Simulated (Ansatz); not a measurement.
# C₃H₇ClGe: up Jacob's ladder to CCSD(T)

Aim: compute C₃H₇ClGe with functionals from several rungs and with coupled cluster, and see how far each lands from CCSD(T) at the basis-set limit for the atomisation energy.

Computed with Ansatz 0.2.0, Gaussian basis. Level: functionals in def2-TZVPP, the program's frozen cores in correlated methods.

The runs, in order: LDA (SPW92), PBE-D4, revPBE-D4, BLYP-D4, r2SCAN-D4, B97M-V, PBE0-D4, B3LYP-D4, r2SCANh-D4, r2SCAN0-D4, HSE06-D4, BHLYP-D4, CAM-B3LYP-D4, LC-ωPBE, ωB97X-V, ωB97M-V, B2PLYP, PBE-QIDH; CCSD(T)/def2-SVP; CCSD(T)/def2-TZVPP; MP2/def2-QZVPP; extrapolation to the limit; RPA on PBE.

### 1 Structure used throughout

The geometry comes from an earlier relaxation with PBE0-D4 in a triple-zeta def2 set; it is a stationary point, not always the lowest conformer.

12 atoms, charge 0, spin multiplicity 1.

Atoms are counted from 1 here; the program's logs count them from 0.

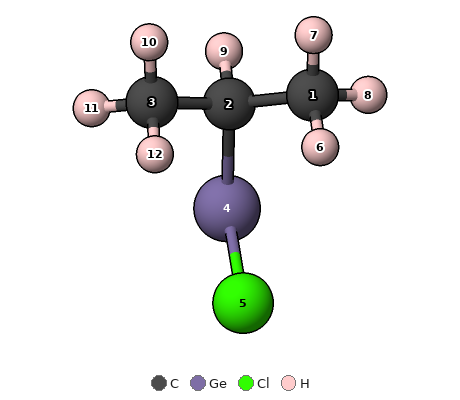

The geometry (carbon dark grey, germanium purple, chlorine green, hydrogen pink); atoms are numbered from 1 in the order of the file.

As a file:

```xyz
12
C3H7ClGe
C    -0.6527    0.3545    1.1125
C    -0.1143   -0.6073    0.0624
C     1.2534   -0.1803   -0.4578
Ge   -1.3911   -0.8688   -1.4633
Cl   -1.4695    1.2262   -2.1320
H    -0.7662    1.3596    0.6989
H     0.0328    0.4206    1.9649
H    -1.6262    0.0447    1.5053
H    -0.0300   -1.6098    0.5036
H     1.9822   -0.1376    0.3593
H     1.6540   -0.8698   -1.2084
H     1.2044    0.8129   -0.9114
```

### 2 LDA

This LDA is Slater exchange with PW92 correlation.

Contents of in.yaml:

```yaml
crystal:
  periodic: [false, false, false]
  atoms:
    - {symbol: C, position_ang: [-0.652694, 0.354550, 1.112491]}
    - {symbol: C, position_ang: [-0.114314, -0.607264, 0.062368]}
    - {symbol: C, position_ang: [1.253418, -0.180270, -0.457795]}
    - {symbol: Ge, position_ang: [-1.391134, -0.868809, -1.463258]}
    - {symbol: Cl, position_ang: [-1.469451, 1.226205, -2.132033]}
    - {symbol: H, position_ang: [-0.766183, 1.359555, 0.698872]}
    - {symbol: H, position_ang: [0.032784, 0.420572, 1.964917]}
    - {symbol: H, position_ang: [-1.626235, 0.044750, 1.505311]}
    - {symbol: H, position_ang: [-0.029993, -1.609821, 0.503626]}
    - {symbol: H, position_ang: [1.982245, -0.137627, 0.359254]}
    - {symbol: H, position_ang: [1.654045, -0.869803, -1.208378]}
    - {symbol: H, position_ang: [1.204412, 0.812861, -0.911376]}
basis:
  gaussian: {orbitals: def2-TZVPP}
hamiltonian: {xc: lda}
output: {orbitals: {seedname: orbitals}}
```

On the command line:

```
$ ansatz run in.yaml --threads 4 --pin off --events-out ev --progress --plain --max-ram 11315MiB
```

The log of the run:

```text
Functional definition: SPW92
  name "SPW92"
  cite "Dirac, Proc. Camb. Phil. Soc. 26, 376 (1930) doi:10.1017/S0305004100016108"
  cite "Slater, Phys. Rev. 81, 385 (1951) doi:10.1103/PhysRev.81.385"
  cite "Perdew & Wang, Phys. Rev. B 45, 13244 (1992) doi:10.1103/PhysRevB.45.13244"
  exchange = slater_x
  correlation = pw_c
1605 factors; their error is unknown
mean field evaluation 1: about -72091.6756 eV, gradient 9.3e1 eV
mean field evaluation 2: about -71935.8776 eV, gradient 2.3e2 eV
mean field evaluation 4: about -72110.1445 eV, gradient 2.5e1 eV
mean field evaluation 8: about -72111.5666 eV, gradient 2.7e-1 eV
mean field evaluation 16: about -72111.5198 eV, gradient 8.6e-4 eV
mean field -72111.51977376 eV, -2650.0494727418 hartree, gradient 8.5e-5 eV, S^2 0.000000; 0 other end points of the search recorded, 0 dependent functions left out
reference -72111.51981496 eV, -2650.0494742562 hartree; 37, 37 occupied and 244, 244 virtual orbitals, 1605 factors
Total energy: -72111.51981496 eV, -2650.0494742562 hartree
```

Wall time 1.6 s (4 threads of Arm Neoverse V2, shared host).

Atomisation energy: 1202.5 kcal/mol (free atoms -72059.374 eV, run apart). HOMO -5.56 eV, LUMO -3.68 eV.

### 3 PBE-D4 (GGA)

in.yaml, as its differences from that of step 2:

```diff
@@ -17,3 +17,3 @@
   gaussian: {orbitals: def2-TZVPP}
-hamiltonian: {xc: lda}
-output: {orbitals: {seedname: orbitals}}
+hamiltonian: {xc: pbe, dispersion: d4}
+output: {forces: true, orbitals: {seedname: orbitals}}
```

The command is unchanged.

The log of the run (excerpt; [...] marks lines left out):

```text
Functional definition: PBE
  name "PBE"
  cite "Perdew, Burke & Ernzerhof, Phys. Rev. Lett. 77, 3865 (1996) doi:10.1103/PhysRevLett.77.3865"
  parent pbe
[...]
1605 factors; their error is unknown
[...]
mean field -72250.35282703 eV, -2655.1514933454 hartree, gradient 1.9e-5 eV, S^2 0.000000; 0 other end points of the search recorded, 0 dependent functions left out
[...]
reference -72250.35287159 eV, -2655.1514949830 hartree; 37, 37 occupied and 244, 244 virtual orbitals, 1605 factors
Total energy: -72250.66997704 eV, -2655.1631483933 hartree
Atom 0 at    -0.652694     0.354550     1.112491 Å, force    -0.028245    -0.014966     0.007905 eV/Å
Atom 1 at    -0.114314    -0.607264     0.062368 Å, force     0.052838     0.024954     0.072476 eV/Å
Atom 2 at     1.253418    -0.180270    -0.457795 Å, force     0.003640    -0.021043    -0.026707 eV/Å
Atom 3 at    -1.391134    -0.868809    -1.463258 Å, force    -0.177788    -0.314312    -0.137348 eV/Å
Atom 4 at    -1.469451     1.226205    -2.132033 Å, force    -0.017641     0.274873    -0.098928 eV/Å
Atom 5 at    -0.766183     1.359555     0.698872 Å, force    -0.024426     0.202838    -0.078827 eV/Å
Atom 6 at     0.032784     0.420572     1.964917 Å, force     0.134018     0.019424     0.179262 eV/Å
Atom 7 at    -1.626235     0.044750     1.505311 Å, force    -0.189535    -0.049716     0.085919 eV/Å
Atom 8 at    -0.029993    -1.609821     0.503626 Å, force     0.004895    -0.202833     0.073047 eV/Å
Atom 9 at     1.982245    -0.137627     0.359254 Å, force     0.155814     0.009486     0.163117 eV/Å
Atom 10 at     1.654045    -0.869803    -1.208378 Å, force     0.090076    -0.125869    -0.147703 eV/Å
Atom 11 at     1.204412     0.812861    -0.911376 Å, force    -0.003646     0.197163    -0.092215 eV/Å
Dipole moment:     0.156935    -0.307946     0.279979 e Å
```

Wall time 3 s (4 threads of Arm Neoverse V2, shared host).

Atomisation energy: 1077.9 kcal/mol (free atoms -72203.928 eV, run apart). HOMO -5.42 eV, LUMO -3.41 eV.

### 4 revPBE-D4 (GGA)

in.yaml, as its differences from that of step 3:

```diff
@@ -17,3 +17,3 @@
   gaussian: {orbitals: def2-TZVPP}
-hamiltonian: {xc: pbe, dispersion: d4}
-output: {forces: true, orbitals: {seedname: orbitals}}
+hamiltonian: {xc: {name: revPBE}, dispersion: d4}
+output: {orbitals: {seedname: orbitals}}
```

Launched as before.

The log of the run:

```text
Functional definition: revPBE
  name "revPBE"
  cite "Zhang & Yang, Phys. Rev. Lett. 80, 890 (1998) doi:10.1103/PhysRevLett.80.890"
  cite "Perdew, Burke & Ernzerhof, Phys. Rev. Lett. 77, 3865 (1996) doi:10.1103/PhysRevLett.77.3865"
  parameter kappa = 1.245
  parameter beta = 0.06672455060314922
  exchange = pbe_x(kappa = kappa, mu = beta*pi^2/3)
  correlation = pbe_c(beta = beta)
1605 factors; their error is unknown
mean field evaluation 1: about -72243.6453 eV, gradient 8.5e1 eV
mean field evaluation 2: about -72115.0524 eV, gradient 2.1e2 eV
mean field evaluation 4: about -72260.0284 eV, gradient 2.1e1 eV
mean field evaluation 8: about -72261.0016 eV, gradient 2.0e-1 eV
mean field evaluation 16: about -72260.9531 eV, gradient 8.6e-4 eV
mean field -72260.95311542 eV, -2655.5410467583 hartree, gradient 4.8e-5 eV, S^2 0.000000; 0 other end points of the search recorded, 0 dependent functions left out
reference -72260.95317120 eV, -2655.5410488083 hartree; 37, 37 occupied and 244, 244 virtual orbitals, 1605 factors
Total energy: -72261.88497189 eV, -2655.5752918519 hartree
```

It took 2.7 s on 4 threads of Arm Neoverse V2, shared host.

With the free atoms at this level, -72216.109 eV in sum, the atomisation energy is 1055.6 kcal/mol. HOMO -5.36 eV, LUMO -3.31 eV.

### 5 BLYP-D4 (GGA)

in.yaml, as its differences from that of step 4:

```diff
@@ -17,3 +17,3 @@
   gaussian: {orbitals: def2-TZVPP}
-hamiltonian: {xc: {name: revPBE}, dispersion: d4}
+hamiltonian: {xc: {name: BLYP}, dispersion: d4}
 output: {orbitals: {seedname: orbitals}}
```

Same command.

The log of the run:

```text
Functional definition: BLYP
  name "BLYP"
  cite "Becke, Phys. Rev. A 38, 3098 (1988) doi:10.1103/PhysRevA.38.3098"
  cite "Lee, Yang & Parr, Phys. Rev. B 37, 785 (1988) doi:10.1103/PhysRevB.37.785"
  parameter beta = 0.0042
  parameter a = 0.04918
  parameter b = 0.132
  parameter c = 0.2533
  parameter d = 0.349
  exchange = b88_x(beta = beta)
  correlation = lyp_c(a = a, b = b, c = c, d = d)
1605 factors; their error is unknown
mean field evaluation 1: about -72248.2552 eV, gradient 9.3e1 eV
mean field evaluation 2: about -72094.3364 eV, gradient 2.2e2 eV
mean field evaluation 4: about -72266.8538 eV, gradient 2.5e1 eV
mean field evaluation 8: about -72268.2654 eV, gradient 2.5e-1 eV
mean field evaluation 16: about -72268.2134 eV, gradient 9.7e-4 eV
mean field -72268.21344130 eV, -2655.8078588134 hartree, gradient 5.1e-5 eV, S^2 0.000000; 0 other end points of the search recorded, 0 dependent functions left out
reference -72268.21384529 eV, -2655.8078736596 hartree; 37, 37 occupied and 244, 244 virtual orbitals, 1605 factors
Total energy: -72268.90632777 eV, -2655.8333219213 hartree
```

Wall time 2.6 s (4 threads of Arm Neoverse V2, shared host).

Atomisation energy: 1053.4 kcal/mol (free atoms -72223.226 eV, run apart). HOMO -5.29 eV, LUMO -3.32 eV.

### 6 r2SCAN-D4 (meta-GGA)

in.yaml, as its differences from that of step 5:

```diff
@@ -17,3 +17,3 @@
   gaussian: {orbitals: def2-TZVPP}
-hamiltonian: {xc: {name: BLYP}, dispersion: d4}
-output: {orbitals: {seedname: orbitals}}
+hamiltonian: {xc: r2scan, dispersion: d4}
+output: {forces: true, orbitals: {seedname: orbitals}}
```

Launched as before.

The log of the run (excerpt; [...] marks lines left out):

```text
Functional definition: r2SCAN
  name "r2SCAN"
  cite "Furness, Kaplan, Ning, Perdew & Sun, J. Phys. Chem. Lett. 11, 8208 (2020) doi:10.1021/acs.jpclett.0c02405"
  cite "Furness, Kaplan, Ning, Perdew & Sun, J. Phys. Chem. Lett. 11, 9248 (2020) doi:10.1021/acs.jpclett.0c03077"
  parent r2scan
[...]
1605 factors; their error is unknown
[...]
mean field -72265.44621397 eV, -2655.7061650846 hartree, gradient 3.6e-5 eV, S^2 0.000000; 0 other end points of the search recorded, 0 dependent functions left out
[...]
reference -72265.44622573 eV, -2655.7061655170 hartree; 37, 37 occupied and 244, 244 virtual orbitals, 1605 factors
Total energy: -72265.52342119 eV, -2655.7090023975 hartree
Atom 0 at    -0.652694     0.354550     1.112491 Å, force    -0.057693     0.094889     0.095102 eV/Å
Atom 1 at    -0.114314    -0.607264     0.062368 Å, force    -0.053765    -0.110776    -0.014486 eV/Å
Atom 2 at     1.253418    -0.180270    -0.457795 Å, force     0.125826     0.044836    -0.062913 eV/Å
Atom 3 at    -1.391134    -0.868809    -1.463258 Å, force    -0.029025    -0.026988    -0.032483 eV/Å
Atom 4 at    -1.469451     1.226205    -2.132033 Å, force    -0.000504     0.016079    -0.006854 eV/Å
Atom 5 at    -0.766183     1.359555     0.698872 Å, force     0.010035    -0.014228     0.004239 eV/Å
Atom 6 at     0.032784     0.420572     1.964917 Å, force    -0.001964    -0.000457    -0.001911 eV/Å
Atom 7 at    -1.626235     0.044750     1.505311 Å, force     0.009598     0.005081    -0.003100 eV/Å
Atom 8 at    -0.029993    -1.609821     0.503626 Å, force     0.003811    -0.005526     0.004564 eV/Å
Atom 9 at     1.982245    -0.137627     0.359254 Å, force    -0.002401    -0.001113    -0.000299 eV/Å
Atom 10 at     1.654045    -0.869803    -1.208378 Å, force    -0.002964     0.009114     0.005967 eV/Å
Atom 11 at     1.204412     0.812861    -0.911376 Å, force    -0.000953    -0.010912     0.012172 eV/Å
Dipole moment:     0.170791    -0.310096     0.298033 e Å
```

Wall time 6 s (4 threads of Arm Neoverse V2, shared host).

Atomisation energy: 1060.8 kcal/mol (free atoms -72219.523 eV, run apart). HOMO -5.65 eV, LUMO -3.37 eV.

### 7 B97M-V (meta-GGA)

in.yaml, as its differences from that of step 6:

```diff
@@ -17,3 +17,3 @@
   gaussian: {orbitals: def2-TZVPP}
-hamiltonian: {xc: r2scan, dispersion: d4}
-output: {forces: true, orbitals: {seedname: orbitals}}
+hamiltonian: {xc: {name: B97M-V}}
+output: {orbitals: {seedname: orbitals}}
```

Launched as before.

The log of the run (excerpt; [...] marks lines left out):

```text
Functional definition: B97M-V
  name "B97M-V"
  cite "Mardirossian & Head-Gordon, J. Chem. Phys. 142, 074111 (2015) doi:10.1063/1.4907719"
  cite "Becke, J. Chem. Phys. 107, 8554 (1997) doi:10.1063/1.475007"
  cite "Vydrov & Van Voorhis, J. Chem. Phys. 133, 244103 (2010) doi:10.1063/1.3521275"
  # Of w^i u^j: cxij and so on, Table III.
[...]
  gx(w, u) = cx00 + cx01*u + cx02*u^2 + (cx10 + cx11*u)*w
  gss(w, u) = css00 + css02*u^2 + css10*w + (css32*w^3 + css42*w^4)*u^2
  gos(w, u) = cos00 + cos01*u + cos03*u^3 + cos10*w + cos32*w^3*u^2
[...]
      + integral(e_c_pw_mod_opposite_spin*gos(b97_w_opposite, b97_u_opposite)) + vv10(b, c)
1605 factors; their error is unknown
[...]
mean field -72254.88105640 eV, -2655.3179027051 hartree, gradient 3.5e-5 eV, S^2 0.000000; 0 other end points of the search recorded, 0 dependent functions left out
reference -72254.88111537 eV, -2655.3179048724 hartree; 37, 37 occupied and 244, 244 virtual orbitals, 1605 factors
Total energy: -72254.88111537 eV, -2655.3179048724 hartree
```

Run time: 12 s. Hardware: 4 threads of Arm Neoverse V2, shared host.

With the free atoms at this level, -72208.802 eV in sum, the atomisation energy is 1062.6 kcal/mol. HOMO -5.69 eV, LUMO -3.32 eV.

### 8 PBE0-D4 (hybrid)

in.yaml, as its differences from that of step 7:

```diff
@@ -17,3 +17,3 @@
   gaussian: {orbitals: def2-TZVPP}
-hamiltonian: {xc: {name: B97M-V}}
+hamiltonian: {xc: pbe0, dispersion: d4}
 output: {orbitals: {seedname: orbitals}}
```

Its log isn't repeated here (it stands with the study of this molecule's fields); it ends on a total energy of -72253.622008 eV.

Atomisation energy: 1064.0 kcal/mol (free atoms -72207.481 eV, run apart). HOMO -6.48 eV, LUMO -2.63 eV.

### 9 B3LYP-D4 (hybrid)

B3LYP here takes the VWN-RPA correlation.

in.yaml, as its differences from that of step 8:

```diff
@@ -17,3 +17,3 @@
   gaussian: {orbitals: def2-TZVPP}
-hamiltonian: {xc: pbe0, dispersion: d4}
-output: {orbitals: {seedname: orbitals}}
+hamiltonian: {xc: {name: B3LYP}, dispersion: d4}
+output: {forces: true, orbitals: {seedname: orbitals}}
```

The command is unchanged.

The log of the run (excerpt; [...] marks lines left out):

```text
Functional definition: B3LYP
  name "B3LYP"
  cite "Stephens, Devlin, Chabalowski & Frisch, J. Phys. Chem. 98, 11623 (1994) doi:10.1021/j100096a001"
  cite "Becke, Phys. Rev. A 38, 3098 (1988) doi:10.1103/PhysRevA.38.3098"
  cite "Lee, Yang & Parr, Phys. Rev. B 37, 785 (1988) doi:10.1103/PhysRevB.37.785"
  cite "Vosko, Wilk & Nusair, Can. J. Phys. 58, 1200 (1980) doi:10.1139/p80-159"
[...]
1655 factors; their error is unknown
[...]
mean field -72270.51102674 eV, -2655.8922935209 hartree, gradient 2.4e-5 eV, S^2 0.000000; 0 other end points of the search recorded, 0 dependent functions left out
[...]
reference -72270.51132531 eV, -2655.8923044933 hartree; 37, 37 occupied and 244, 244 virtual orbitals, 1655 factors
Total energy: -72271.02449959 eV, -2655.9111633003 hartree
Atom 0 at    -0.652694     0.354550     1.112491 Å, force    -0.069046     0.151797     0.172369 eV/Å
[...]
Atom 2 at     1.253418    -0.180270    -0.457795 Å, force     0.223223     0.073918    -0.062367 eV/Å
Atom 3 at    -1.391134    -0.868809    -1.463258 Å, force    -0.147769    -0.330940    -0.084761 eV/Å
Atom 4 at    -1.469451     1.226205    -2.132033 Å, force    -0.029234     0.297705    -0.120596 eV/Å
Atom 5 at    -0.766183     1.359555     0.698872 Å, force     0.004592    -0.058340     0.041845 eV/Å
Atom 6 at     0.032784     0.420572     1.964917 Å, force    -0.041573     0.004865    -0.029488 eV/Å
Atom 7 at    -1.626235     0.044750     1.505311 Å, force     0.045417     0.018652    -0.013587 eV/Å
Atom 8 at    -0.029993    -1.609821     0.503626 Å, force    -0.001045     0.057354    -0.021018 eV/Å
Atom 9 at     1.982245    -0.137627     0.359254 Å, force    -0.020969    -0.000157    -0.046030 eV/Å
Atom 10 at     1.654045    -0.869803    -1.208378 Å, force    -0.014274     0.036003     0.034768 eV/Å
Atom 11 at     1.204412     0.812861    -0.911376 Å, force     0.020855    -0.062772     0.027149 eV/Å
Dipole moment:     0.150091    -0.343101     0.281796 e Å
```

It took 6 s on 4 threads of Arm Neoverse V2, shared host; peak memory 1 GiB.

Atomisation energy: 1057.7 kcal/mol (free atoms -72225.160 eV, run apart). HOMO -6.31 eV, LUMO -2.86 eV.

### 10 r2SCANh-D4 (hybrid)

in.yaml, as its differences from that of step 9:

```diff
@@ -17,3 +17,3 @@
   gaussian: {orbitals: def2-TZVPP}
-hamiltonian: {xc: {name: B3LYP}, dispersion: d4}
-output: {forces: true, orbitals: {seedname: orbitals}}
+hamiltonian: {xc: {name: r2SCANh}, dispersion: d4}
+output: {orbitals: {seedname: orbitals}}
```

The command is unchanged.

The log of the run (excerpt; [...] marks lines left out):

```text
Functional definition: r2SCANh
  name "r2SCANh"
  cite "Bursch, Neugebauer, Ehlert & Grimme, J. Chem. Phys. 156, 134105 (2022) doi:10.1063/5.0086040"
  cite "Furness, Kaplan, Ning, Perdew & Sun, J. Phys. Chem. Lett. 11, 8208 (2020) doi:10.1021/acs.jpclett.0c02405"
  cite "Furness, Kaplan, Ning, Perdew & Sun, J. Phys. Chem. Lett. 11, 9248 (2020) doi:10.1021/acs.jpclett.0c03077"
  parent r2scan
[...]
1624 factors; their error is unknown
[...]
mean field -72265.08089704 eV, -2655.6927399351 hartree, gradient 1.1e-5 eV, S^2 0.000000; 0 other end points of the search recorded, 0 dependent functions left out
reference -72265.08090784 eV, -2655.6927403321 hartree; 37, 37 occupied and 244, 244 virtual orbitals, 1624 factors
Total energy: -72265.16350177 eV, -2655.6957756028 hartree
```

Wall time 6.5 s (4 threads of Arm Neoverse V2, shared host); peak memory 0.95 GiB.

With the free atoms at this level, -72219.367 eV in sum, the atomisation energy is 1056.1 kcal/mol. HOMO -6.05 eV, LUMO -3.06 eV.

### 11 r2SCAN0-D4 (hybrid)

in.yaml, as its differences from that of step 10:

```diff
@@ -17,3 +17,3 @@
   gaussian: {orbitals: def2-TZVPP}
-hamiltonian: {xc: {name: r2SCANh}, dispersion: d4}
+hamiltonian: {xc: {name: r2SCAN0}, dispersion: d4}
 output: {orbitals: {seedname: orbitals}}
```

The command is unchanged.

The log of the run (excerpt; [...] marks lines left out):

```text
Functional definition: r2SCAN0
  name "r2SCAN0"
  cite "Bursch, Neugebauer, Ehlert & Grimme, J. Chem. Phys. 156, 134105 (2022) doi:10.1063/5.0086040"
  cite "Furness, Kaplan, Ning, Perdew & Sun, J. Phys. Chem. Lett. 11, 8208 (2020) doi:10.1021/acs.jpclett.0c02405"
  cite "Furness, Kaplan, Ning, Perdew & Sun, J. Phys. Chem. Lett. 11, 9248 (2020) doi:10.1021/acs.jpclett.0c03077"
  parent r2scan
[...]
1679 factors; their error is unknown
[...]
mean field -72264.57496663 eV, -2655.6741473356 hartree, gradient 2.8e-5 eV, S^2 0.000000; 0 other end points of the search recorded, 0 dependent functions left out
reference -72264.57497600 eV, -2655.6741476797 hartree; 37, 37 occupied and 244, 244 virtual orbitals, 1679 factors
Total energy: -72264.66655621 eV, -2655.6775131904 hartree
```

Wall time 6.5 s (4 threads of Arm Neoverse V2, shared host); peak memory 0.96 GiB.

With the free atoms at this level, -72219.155 eV in sum, the atomisation energy is 1049.5 kcal/mol. HOMO -6.64 eV, LUMO -2.61 eV.

### 12 HSE06-D4 (hybrid)

HSE06 is the plane-wave form, built on full-range PBE exchange.

in.yaml, as its differences from that of step 11:

```diff
@@ -17,3 +17,3 @@
   gaussian: {orbitals: def2-TZVPP}
-hamiltonian: {xc: {name: r2SCAN0}, dispersion: d4}
+hamiltonian: {xc: hse06, dispersion: d4}
 output: {orbitals: {seedname: orbitals}}
```

Launched as before.

The log of the run (excerpt; [...] marks lines left out):

```text
Functional definition: HSE06
  name "HSE06"
  cite "Heyd, Scuseria & Ernzerhof, J. Chem. Phys. 118, 8207 (2003) doi:10.1063/1.1564060"
  cite "Krukau, Vydrov, Izmaylov & Scuseria, J. Chem. Phys. 125, 224106 (2006) doi:10.1063/1.2404663"
  cite "Heyd & Scuseria, J. Chem. Phys. 120, 7274 (2004) doi:10.1063/1.1668634"
  cite "Ernzerhof & Perdew, J. Chem. Phys. 109, 3313 (1998) doi:10.1063/1.476928"
  cite "Perdew, Burke & Ernzerhof, Phys. Rev. Lett. 77, 3865 (1996) doi:10.1103/PhysRevLett.77.3865"
  parent pbe
[...]
  # The whole range is PBE's own exchange, as in plane waves. The composition of these papers is wPBEh.
[...]
1679 factors; their error is unknown
116 factors; integrals over basis functions are off by at most 2.9e-7 eV
[...]
mean field -72252.95487390 eV, -2655.2471168040 hartree, gradient 7.9e-5 eV, S^2 0.000000; 0 other end points of the search recorded, 0 dependent functions left out
reference -72252.95491762 eV, -2655.2471184106 hartree; 37, 37 occupied and 244, 244 virtual orbitals, 1679 factors
Total energy: -72253.20704744 eV, -2655.2563840105 hartree
```

It took 4.2 s on 4 threads of Arm Neoverse V2, shared host; peak memory 0.99 GiB.

Atomisation energy: 1064.5 kcal/mol (free atoms -72207.044 eV, run apart). HOMO -6.09 eV, LUMO -3.00 eV.

### 13 BHLYP-D4 (hybrid)

in.yaml, as its differences from that of step 12:

```diff
@@ -17,3 +17,3 @@
   gaussian: {orbitals: def2-TZVPP}
-hamiltonian: {xc: hse06, dispersion: d4}
+hamiltonian: {xc: {name: BHLYP}, dispersion: d4}
 output: {orbitals: {seedname: orbitals}}
```

Same command.

The log of the run:

```text
Functional definition: BHLYP
  name "BHLYP"
  cite "Becke, J. Chem. Phys. 98, 1372 (1993) doi:10.1063/1.464304"
  cite "Becke, Phys. Rev. A 38, 3098 (1988) doi:10.1103/PhysRevA.38.3098"
  cite "Lee, Yang & Parr, Phys. Rev. B 37, 785 (1988) doi:10.1103/PhysRevB.37.785"
  parameter a = 0.5
  exchange = (1 - a)*b88_x + a*exact_x
  correlation = lyp_c
1880 factors; their error is unknown
mean field evaluation 1: about -72257.0348 eV, gradient 5.9e1 eV
mean field evaluation 2: about -72254.4774 eV, gradient 6.6e1 eV
mean field evaluation 4: about -72265.3239 eV, gradient 3.1e0 eV
mean field evaluation 8: about -72265.3402 eV, gradient 5.8e-2 eV
mean field evaluation 16: about -72265.9616 eV, gradient 8.2e-5 eV
mean field -72265.96158806 eV, -2655.7251047330 hartree, gradient 8.2e-5 eV, S^2 0.000000; 0 other end points of the search recorded, 0 dependent functions left out
reference -72265.96178888 eV, -2655.7251121131 hartree; 37, 37 occupied and 244, 244 virtual orbitals, 1880 factors
Total energy: -72266.36523106 eV, -2655.7399383399 hartree
```

It took 4 s on 4 threads of Arm Neoverse V2, shared host; peak memory 0.99 GiB.

Atomisation energy: 1033.4 kcal/mol (free atoms -72221.555 eV, run apart). HOMO -7.44 eV, LUMO -1.78 eV.

(Part 1 of 2 ends here.)
